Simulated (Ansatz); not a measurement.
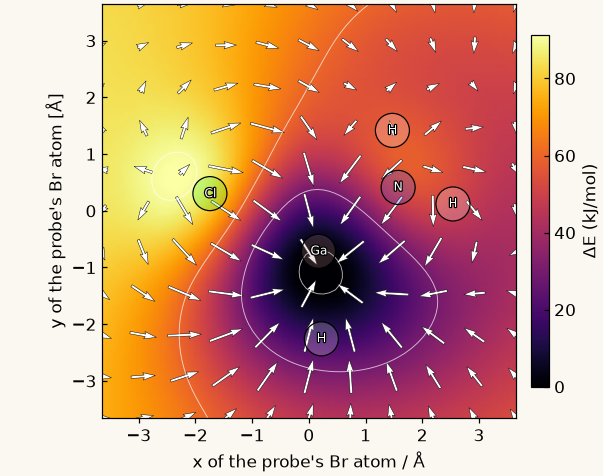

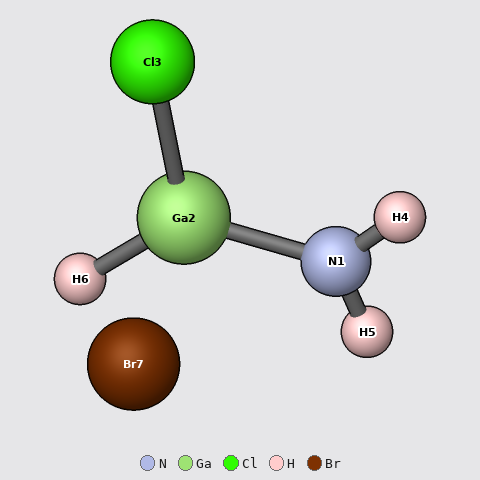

Energy landscape of ClGaH₃N (SMILES [NH2][GaH][Cl]) with the probe Br-. The probe is moved over a plane parallel to the molecule's main plane, 3.10 Å above it. Coordinates scanned: (1) x of the probe's Br atom; (2) y of the probe's Br atom. Nothing is relaxed (molecule and probe rigid). The scan uses an 11 × 11 grid. Energies: kJ/mol, counted from the lowest grid point. Level of theory: RKS PBE0-D4/def2-SVPD (Ansatz).

In the figure: a smooth colour map with a few white contour lines, arrows along the force (downhill), their lengths compressed, labelled circles for the molecule's atoms, projected on the plane. Between grid points the surface is interpolated. The second picture is the structure at the lowest point.

**What does the map say about the system?**

The lowest grid point is at x of the probe's Br atom = 0.00 Å, y of the probe's Br atom = −0.73 Å [nearest 1 Ga at 3.10 Å]. The bottom of the well lies between grid points, at about x of the probe's Br atom = 0.19 Å, y of the probe's Br atom = −1.06 Å, about 3 kJ/mol lower on the interpolated surface. It is the only kind of minimum in the scanned range. The highest grid point, x of the probe's Br atom = −2.19 Å, y of the probe's Br atom = 0.73 Å [nearest 1 Cl at 3.16 Å], lies 91 kJ/mol above the lowest. Near the minimum the curvatures are about 0.38 and 0.44 eV/Å² along the soft and the stiff direction.

Time for the 121 points that were run: 25 min on 1 thread of Arm Neoverse V2, on a shared host.
